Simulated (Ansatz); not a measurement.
## CH₅ClGeO: frequency calculation

System: CH₅ClGeO.
Method: RKS B3LYP/def2-SVP (Ansatz 0.2.0).

It belongs to a series of runs on one base structure; here: vibrations at the highest image of the band. Figures and captions count atoms from 1; the log counts them from 0 in places.

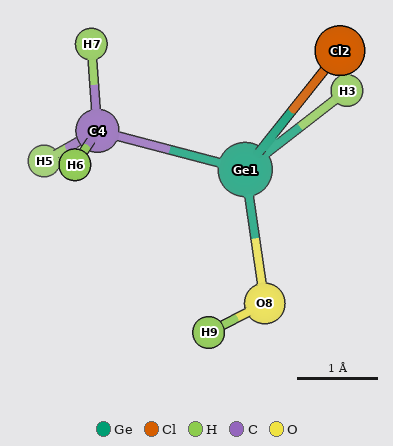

The structure (ball-and-stick view, seen at a tilt; atoms are numbered from 1 in the order of the input). Sticks mark near contacts. Bond lengths as drawn: Cl–Ge 2.65 Å, C–Ge 1.98 Å, C–H 1.10 Å, Ge–H 1.64 Å, Ge–O 1.78 Å and H–O 0.97 Å.

## Input
```yaml
crystal:
  periodic: [false, false, false]
  atoms:
    - { symbol: Ge, position_ang: [0.244206, -0.177061, -0.481323] }
    - { symbol: Cl, position_ang: [1.508984, 0.547094, 1.731173] }
    - { symbol: H, position_ang: [1.734411, -0.169404, 0.203669] }
    - { symbol: C, position_ang: [-0.897696, 1.423573, -0.681536] }
    - { symbol: H, position_ang: [-1.387528, 1.414171, -1.66775] }
    - { symbol: H, position_ang: [-1.66463, 1.434486, 0.109031] }
    - { symbol: H, position_ang: [-0.271205, 2.321884, -0.588967] }
    - { symbol: O, position_ang: [-0.806376, -1.546198, -0.038914] }
    - { symbol: H, position_ang: [-1.707665, -1.297646, 0.213317] }
basis:
  gaussian: { orbitals: def2-SVP }
hamiltonian:
  xc: b3lyp
phonons: {}
```

Run on 2 threads of Arm Neoverse V2, 24 GiB of memory available, shared host.

Launched with:
```bash
ansatz run input.yaml --threads 2 --pin off --max-ram 3072MiB --backend cpu --events-out ev --progress --plain --runs-dir out
```

## The program's output
```
Engine: ansatz 0.2.0, aarch64-unknown-linux-gnu
Functional definition: B3LYP
  parameter a0 = 0.2
  parameter ax = 0.72
  parameter ac = 0.81
  exchange = (1 - a0 - ax)*slater_x + ax*b88_x + a0*exact_x
  correlation = (1 - ac)*vwn_rpa_c + ac*lyp_c
1084 factors; integrals over basis functions are off by at most 3.1e-4 eV
mean field evaluation 1: about -72185.0936 eV, gradient 6.8e1 eV
mean field evaluation 2: about -72159.3553 eV, gradient 1.3e2 eV
mean field evaluation 4: about -72194.3560 eV, gradient 7.2e0 eV
mean field evaluation 8: about -72194.5002 eV, gradient 2.4e-1 eV
mean field evaluation 16: about -72194.5004 eV, gradient 2.8e-5 eV
mean field -72194.50036671 eV, -2653.0989532866 hartree, gradient 2.8e-5 eV, S^2 0.000000; 0 other end points of the search recorded, 0 dependent functions left out
the calculation of the forces begins
reference -72194.50060042 eV, -2653.0989618754 hartree; 34, 34 occupied and 69, 69 virtual orbitals, 1084 factors
these checks for a lower state are left out or cut short: stability, starts, cluster_reference, orbital_swaps, neighbouring_geometries, increment
1084 factors; integrals over basis functions are off by at most 3.1e-4 eV
mean field -72194.50034094 eV, -2653.0989523398 hartree, gradient 1.0e-6 eV, S^2 0.000000; 0 other end points of the search recorded, 0 dependent functions left out
[... from here on the field's lines of each further geometry are left out, up to the last ...]
the calculation of the forces begins
reference -72194.50058846 eV, -2653.0989614358 hartree; 34, 34 occupied and 69, 69 virtual orbitals, 1084 factors
these checks for a lower state are left out or cut short: stability, starts, cluster_reference, orbital_swaps, neighbouring_geometries, increment
1084 factors; integrals over basis functions are off by at most 3.1e-4 eV
mean field -72194.50035402 eV, -2653.0989528201 hartree, gradient 1.1e-6 eV, S^2 0.000000; 0 other end points of the search recorded, 0 dependent functions left out
the calculation of the forces begins
reference -72194.50058770 eV, -2653.0989614079 hartree; 34, 34 occupied and 69, 69 virtual orbitals, 1084 factors
WARN: phonons: modes at or below zero, which the zero-point energy, F, S and C_V leave out: 1, the lowest at -871.65 cm⁻¹. A minimum has none, and a first-order saddle one
Total energy: -72194.50060042 eV, -2653.0989618754 hartree
Atom 0 at     0.244206    -0.177061    -0.481323 Å, force     0.026375     0.008552     0.002055 eV/Å
Atom 1 at     1.508984     0.547094     1.731173 Å, force    -0.003055    -0.006112    -0.000792 eV/Å
Atom 2 at     1.734411    -0.169404     0.203669 Å, force    -0.018780    -0.000127    -0.006614 eV/Å
Atom 3 at    -0.897696     1.423573    -0.681536 Å, force     0.015051    -0.019404     0.025620 eV/Å
Atom 4 at    -1.387528     1.414171    -1.667750 Å, force    -0.004643     0.001698     0.000876 eV/Å
Atom 5 at    -1.664630     1.434486     0.109031 Å, force     0.001637     0.010772    -0.010775 eV/Å
Atom 6 at    -0.271205     2.321884    -0.588967 Å, force    -0.012525     0.005703    -0.011825 eV/Å
Atom 7 at    -0.806376    -1.546198    -0.038914 Å, force    -0.004239     0.001346     0.001283 eV/Å
Atom 8 at    -1.707665    -1.297646     0.213317 Å, force     0.000179    -0.002429     0.000172 eV/Å
Dipole moment:    -0.516632     0.214973    -0.514474 e Å
Vibrations: -871.65 97.63 112.35 135.27 209.76 306.19 375.93 565.31 610.75 701.86 762.84 778.74 885.38 1233.97 1420.28 1426.07 1633.55 3034.46 3136.52 3157.44 3808.13 cm⁻¹, zero-point energy 1.512137 eV
```

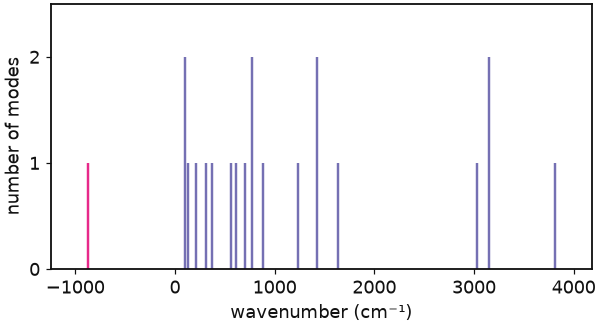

Harmonic vibrational wavenumbers from the force constants; neighbouring modes closer than 21 cm⁻¹ are counted in one stick, and imaginary ones are drawn at negative wavenumbers. 21 modes from 872i to 3808 cm⁻¹, 1 imaginary beyond 8i (872i cm⁻¹): a first-order saddle point, if the geometry is stationary.

## Summary

| quantity | value |
| --- | --- |
| outcome | converged |
| total energy | −72194.5006 eV |
| mean-field energy | −72194.5006 eV |
| largest force (length of the vector) | 0.035 eV/Å |
| wall time | 89 s (CPU time 2.9 min) |
| peak memory | 0.23 GiB |
